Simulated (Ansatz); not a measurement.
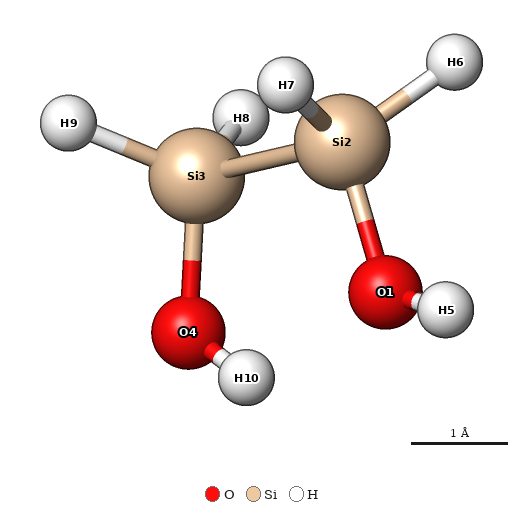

Figure 1. The input geometry of run A (ball-and-stick view, seen at a tilt; atoms are numbered from 1 in the order of the input).

# Two runs on Si2H6O2

System: Si2H6O2, SMILES O[SiH2][SiH2]O.
Method of run A: RKS PBE-QIDH (frozen core)/def2-TZVPP (Ansatz 0.2.0).

The geometry comes from this level: PBE0-D4/def2-TZVP. Text and figures count atoms from 1; the logs count them from 0 in places.

### Input, run A
```yaml
crystal:
  periodic: [false, false, false]
  atoms:
    - {symbol: O, position_ang: [-1.158235, 0.253629, -1.266064]}
    - {symbol: Si, position_ang: [-0.972097, 0.423334, 0.381164]}
    - {symbol: Si, position_ang: [1.219060, -0.412782, 0.593377]}
    - {symbol: O, position_ang: [1.705388, -0.693399, -0.960328]}
    - {symbol: H, position_ang: [-1.981394, 0.534719, -1.667966]}
    - {symbol: H, position_ang: [-2.011898, -0.352912, 1.116769]}
    - {symbol: H, position_ang: [-1.135196, 1.849593, 0.786647]}
    - {symbol: H, position_ang: [1.260760, -1.669075, 1.391153]}
    - {symbol: H, position_ang: [2.138043, 0.558808, 1.245019]}
    - {symbol: H, position_ang: [1.018671, -0.543116, -1.616867]}
basis:
  gaussian: {orbitals: def2-TZVPP}
hamiltonian: {xc: {name: PBE-QIDH}}
```

Hardware: 2 CPU threads, shared host.

### Output (run A)
```
Functional definition: PBE-QIDH
  parameter a = 3^(-1/3)
  parameter c = 1/3
  exchange = (1 - a)*pbe_x + a*exact_x
  correlation = (1 - c)*pbe_c + c*(mp2_os + mp2_ss)
1349 factors; integrals over basis functions are off by at most 1.2e-3 eV
mean field evaluation 1: about -19922.7433 eV, gradient 5.5e1 eV
mean field evaluation 2: about -19922.9425 eV, gradient 5.5e1 eV
mean field evaluation 4: about -19927.9371 eV, gradient 2.7e0 eV
mean field evaluation 8: about -19927.9744 eV, gradient 2.0e-1 eV
mean field evaluation 16: about -19927.9745 eV, gradient 3.6e-5 eV
mean field -19927.97446697 eV, -732.3395539951 hartree, gradient 2.9e-6 eV, S^2 0.000000; 0 other end points of the search recorded, 0 dependent functions left out
12 core orbitals not correlated: weight in the atoms' cores, before any rotation towards them, 1.000 or more for the frozen orbitals, at most 0.000 for the correlated occupied ones
reference -19927.97448012 eV, -732.3395544781 hartree; 13, 13 occupied and 205, 205 virtual orbitals, 1349 factors
second order -22.37412186 eV of doubles, -0.00000000 eV of singles
Total energy: -19935.43252074 eV, -732.6136324156 hartree
```

The input of run B differs as follows (lines with − go, lines with + come):
```diff
-hamiltonian: {xc: {name: PBE-QIDH}}
+hamiltonian: {xc: {name: B2PLYP}}
```

How does run B compare with run A?

The total energies belong to different methods, so their difference says nothing on which is more stable or more accurate. The functional changes from PBE-QIDH to B2PLYP.

### Output (run B)
```
Functional definition: B2PLYP
  parameter a = 0.53
  parameter c = 0.27
  exchange = (1 - a)*b88_x + a*exact_x
  correlation = (1 - c)*lyp_c + c*(mp2_os + mp2_ss)
1349 factors; integrals over basis functions are off by at most 1.2e-3 eV
mean field evaluation 1: about -19929.6132 eV, gradient 6.2e1 eV
mean field evaluation 2: about -19929.7676 eV, gradient 6.2e1 eV
mean field evaluation 4: about -19935.8654 eV, gradient 3.5e0 eV
mean field evaluation 8: about -19935.9081 eV, gradient 3.9e-1 eV
mean field evaluation 16: about -19935.9084 eV, gradient 3.4e-5 eV
mean field -19935.90838720 eV, -732.6311201855 hartree, gradient 8.5e-6 eV, S^2 0.000000; 0 other end points of the search recorded, 0 dependent functions left out
12 core orbitals not correlated: weight in the atoms' cores, before any rotation towards them, 1.000 or more for the frozen orbitals, at most 0.000 for the correlated occupied ones
reference -19935.90855717 eV, -732.6311264319 hartree; 13, 13 occupied and 205, 205 virtual orbitals, 1349 factors
second order -24.06180412 eV of doubles, -0.00000000 eV of singles
Total energy: -19942.40524428 eV, -732.8698752797 hartree
```

### The two runs side by side

| quantity | run A | run B |
| --- | --- | --- |
| outcome | converged | converged |
| total energy (hartree) | −732.613632 | −732.869875 |
| basis functions | 230 | 230 |
| wall time (shared host) | 9.5 s | 9.5 s |
